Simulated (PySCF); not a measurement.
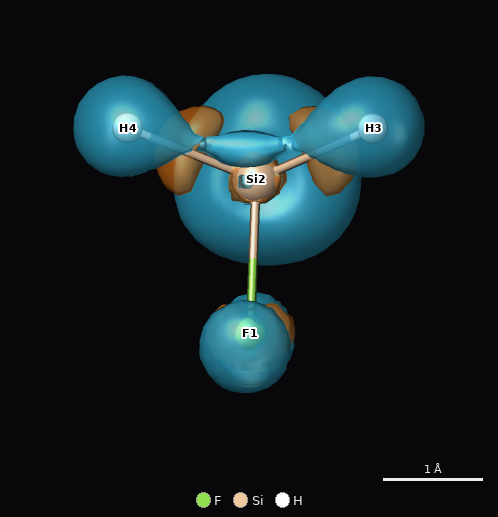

Figure. FH2Si, doublet, SMILES `F[SiH2]`. Fukui function f⁻ = ρ(N) − ρ(N−1) at fixed geometry, surfaces at ±0.05 e/Å³ (light blue positive, orange negative).

Method: B3LYP/def2-SVP; geometry: GFN2-xTB; program: PySCF. No frequency check shows the geometry to be a minimum. GFN2-xTB doesn't know the spin state, so this open-shell geometry is rough.

Q: On which atoms does the density change most on removal of an electron?

A: f⁻ (Hirshfeld-condensed) is largest on Si2 (0.62); the vertical ionisation energy is 8.95 eV (to the singlet cation, which needn't be its lowest state). Condensed values hint at sites of electrophilic attack but needn't mark the atom that reacts. Orbital relaxation makes it negative in places (0.10 e in all).
